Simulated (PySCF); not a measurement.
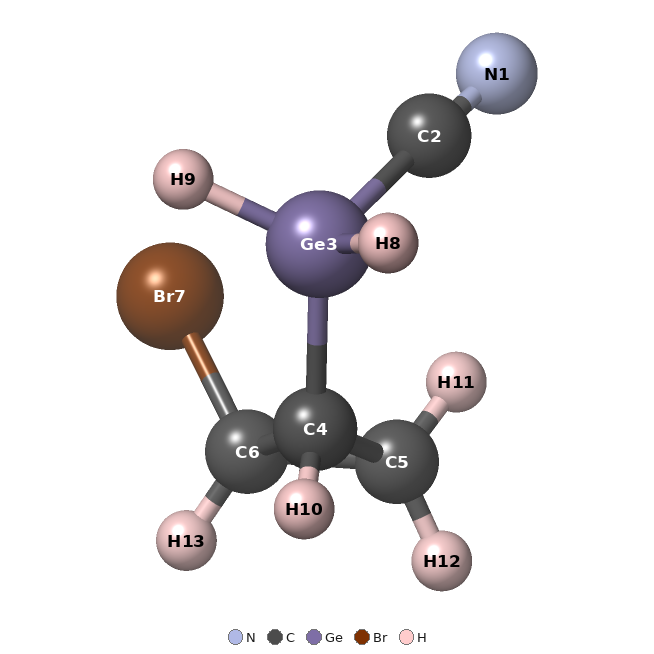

The computed structure is the end point of a GFN2-xTB optimisation. No frequency run is at hand to confirm it as a minimum. Properties computed with B3LYP/pcJ-1 (pcSseg-1 on Br) (pcSseg-1 on Ge) indirect spin-spin coupling, non-relativistic, gas phase (PySCF 2.14.0). Isotopes: 13C, 1H, 15N.

Give the spin–spin coupling constants of these pairs, with the number of bonds between them: N1/C2, N1/H8, N1/H9.

```
  pair  bonds apart  J (Hz)
N1, C2            1   −14.9
N1, H8            3    −0.9
N1, H9            3    −1.0
```

The geometry is semi-empirical. Around Br, Ge such bond lengths and angles can be off by a tenth of an ångström or more and by several degrees, and values that hang on the shape move with them.
